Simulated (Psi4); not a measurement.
# SiSbH3F (SMILES [F][Sb][SiH3]) at U-wB97M-V/def2-SVPD (core potential)

What is the vertical doublet–quartet gap of SiSbH3F at U-wB97M-V/def2-SVPD (core potential)? 

The results are computed with Psi4 1.11.

## 1. The structure to begin with

SiSbH3F has 6 atoms, charge 0, and is taken as a doublet. SMILES: `[F][Sb][SiH3]`. The coordinates come from a PBE0-D4/def2-TZVP relaxation.

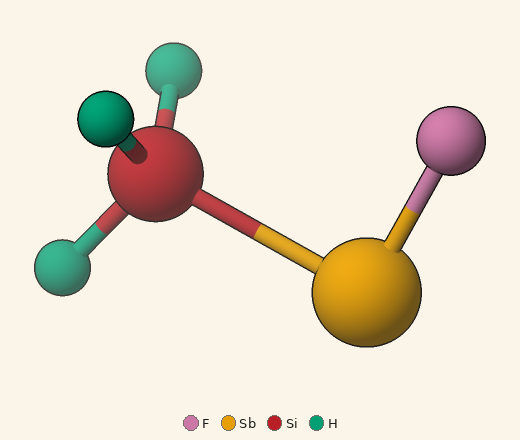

The structure, seen from a chosen angle (fluorine pink, antimony amber, silicon red, hydrogen teal).

## 2. The energy at U-wB97M-V/def2-SVPD (core potential)

Contents of fh3sbsi.in:

```
memory 1600 MB

molecule system {
  0 2
  F
  Sb 1 r2
  Si 2 r3 1 a3
  H 3 r4 2 a4 1 d4
  H 3 r5 4 a5 2 d5
  H 3 r6 5 a6 4 d6

  r2 = 1.930127
  r3 = 2.583861
  a3 = 92.84438
  r4 = 1.489113
  a4 = 107.70494
  d4 = 179.63777
  r5 = 1.486385
  a5 = 109.26652
  d5 = 120.13835
  r6 = 1.486388
  a6 = 109.41032
  d6 = -119.5578
  symmetry c1
}

set basis def2-SVPD
set reference uks
set puream true
set e_convergence 1e-09
set d_convergence 1e-08
set scf_type pk
set dft_radial_points 99
set dft_spherical_points 590
set maxiter 200

E = energy('wb97m-v')
print_variables()
```

Run with:

```console
psi4 fh3sbsi.in fh3sbsi.out -n 1
```

fh3sbsi.out:

```text
[...]
    !!!  WARNING: ECP capability is in beta. Please check occupations closely.  !!!
[...]
  Running in c1 symmetry.
[...]
  Nuclear repulsion =  172.930257699335868
[...]
  Multiplicity = 2
[...]
  Nalpha       = 25
  Nbeta        = 24
[...]
    Number of basis functions: 103
[...]
   @UKS iter   1:  -630.95638487276563   -1.75253e+00   5.49784e-03 DIIS/ADIIS
[...]
   @UKS iter  13:  -631.13408831858317   -3.39924e-11   7.70112e-09 DIIS
[...]
   @S^2 Observed:                7.532289962E-01
[...]
    Orbital Energies [Eh]
    ---------------------
    Alpha Occupied:
       1A    -66.414690     2A    -24.883575     3A     -5.905388
       4A     -5.460777     5A     -4.124667     6A     -4.120779
       7A     -4.115392     8A     -3.778876     9A     -3.778033
      10A     -3.777767    11A     -1.462264    12A     -1.454121
      13A     -1.450527    14A     -1.446626    15A     -1.446545
      16A     -1.242019    17A     -0.708774    18A     -0.634762
      19A     -0.519106    20A     -0.515623    21A     -0.504312
      22A     -0.457472    23A     -0.454516    24A     -0.351384
      25A     -0.305989
    Alpha Virtual:
[...]
  @UKS Final Energy:  -631.13408831858317
   => Energetics <=
    Nuclear Repulsion Energy =            172.9302576993358684
    One-Electron Energy =               -1306.6854957793611902
    Two-Electron Energy =                 540.2999043616420067
    DFT Exchange-Correlation Energy =     -37.8735534550334734
    Empirical Dispersion Energy =           0.0000000000000000
    VV10 Nonlocal Energy =                  0.1947988548336266
    Total Energy =                       -631.1340883185831672
[...]
 Multipole Moments:
 ------------------------------------------------------------------------------------
     Multipole            Electronic (a.u.)      Nuclear  (a.u.)        Total (a.u.)
 ------------------------------------------------------------------------------------
 L = 1.  Multiply by 2.5417464519 to convert [e a0] to [Debye]
 Dipole X            :         -0.0014257            0.0012342           -0.0001915
 Dipole Y            :         41.4342035          -41.5664228           -0.1322193
 Dipole Z            :         11.7771247          -10.8186580            0.9584667
 Magnitude           :                                                    0.9675434
[...]
```

It took 1.8 min on 1 thread of Intel Xeon Platinum 8488C (Sapphire Rapids), shared host; peak memory 0.83 GiB.

## 3. The quartet at the same level

Contents of calc.in:

```
memory 1600 mb

molecule m {
  0 4
  F
  Sb 1 1.930127
  Si 2 2.583861 1 92.84438
  H 3 1.489113 2 107.70494 1 179.63777
  H 3 1.486385 4 109.26652 2 120.13835
  H 3 1.486388 5 109.41032 4 -119.5578
  symmetry c1
  no_reorient
  no_com
}

set basis def2-SVPD
set reference uks
set puream true
set e_convergence 1e-09
set d_convergence 1e-08
set scf_type pk
set dft_radial_points 99
set dft_spherical_points 590
set maxiter 200

result, w = energy("wb97m-v", return_wfn=True)
```

Run with:

```console
psi4 -n 1 calc.in calc.out
```

calc.out:

```text
[...]
    !!!  WARNING: ECP capability is in beta. Please check occupations closely.  !!!
[...]
  Running in c1 symmetry.
[...]
  Nuclear repulsion =  172.930257699335868
[...]
  Multiplicity = 4
[...]
  Nalpha       = 26
  Nbeta        = 23
[...]
    Number of basis functions: 103
[...]
   @UKS iter   1:  -630.76634069877525   -1.58131e+00   6.29808e-03 DIIS/ADIIS
[...]
   @UKS iter  16:  -630.99693092805614   -8.29914e-12   5.20510e-09 DIIS
[...]
   @S^2 Observed:                3.753879413E+00
[...]
    Orbital Energies [Eh]
    ---------------------
    Alpha Occupied:
       1A    -66.461619     2A    -24.867594     3A     -5.909127
       4A     -5.504905     5A     -4.128618     6A     -4.123952
       7A     -4.120035     8A     -3.827018     9A     -3.820737
      10A     -3.820570    11A     -1.462571    12A     -1.458819
      13A     -1.458691    14A     -1.453507    15A     -1.451086
      16A     -1.233842    17A     -0.732575    18A     -0.657048
      19A     -0.521891    20A     -0.512345    21A     -0.509174
      22A     -0.482927    23A     -0.478694    24A     -0.390919
      25A     -0.314999    26A     -0.208693
    Alpha Virtual:
[...]
  @UKS Final Energy:  -630.99693092805614
   => Energetics <=
    Nuclear Repulsion Energy =            172.9302576993358684
    One-Electron Energy =               -1306.0578205561068899
    Two-Electron Energy =                 539.7988342298025373
    DFT Exchange-Correlation Energy =     -37.8625507760524016
    Empirical Dispersion Energy =           0.0000000000000000
    VV10 Nonlocal Energy =                  0.1943484749647194
    Total Energy =                       -630.9969309280561447
[...]
 Multipole Moments:
 ------------------------------------------------------------------------------------
     Multipole            Electronic (a.u.)      Nuclear  (a.u.)        Total (a.u.)
 ------------------------------------------------------------------------------------
 L = 1.  Multiply by 2.5417464519 to convert [e a0] to [Debye]
 Dipole X            :         -0.0009621            0.0012342            0.0002721
 Dipole Y            :         40.9022736          -41.5664228           -0.6641492
 Dipole Z            :         11.7527604          -10.8186580            0.9341023
 Magnitude           :                                                    1.1461420
[...]
```

Run time: 2.2 min. Hardware: 1 thread of Intel Xeon Platinum 8488C (Sapphire Rapids), shared host; peak memory 0.84 GiB.

## 4. What came out

At U-wB97M-V/def2-SVPD (core potential):

| quantity | value |
| --- | --- |
| doublet: total energy | -631.13409 Eh |
| doublet: dipole moment | 2.46 D |
| doublet: HOMO energy (highest over α and β) | -8.33 eV |
| doublet: LUMO energy (lowest over α and β) | -1.43 eV |
| doublet: ⟨S²⟩ | 0.753 |
| quartet: total energy | -630.99693 Eh |
| quartet: dipole moment | 2.91 D |
| quartet: HOMO energy (highest over α and β) | -5.68 eV |
| quartet: LUMO energy (lowest over α and β) | -3.68 eV |
| quartet: ⟨S²⟩ | 3.754 |
| vertical energy of the quartet above the doublet | 3.732 eV |

In words: At this shape the quartet lies 3.73 eV (360 kJ/mol) above the doublet.
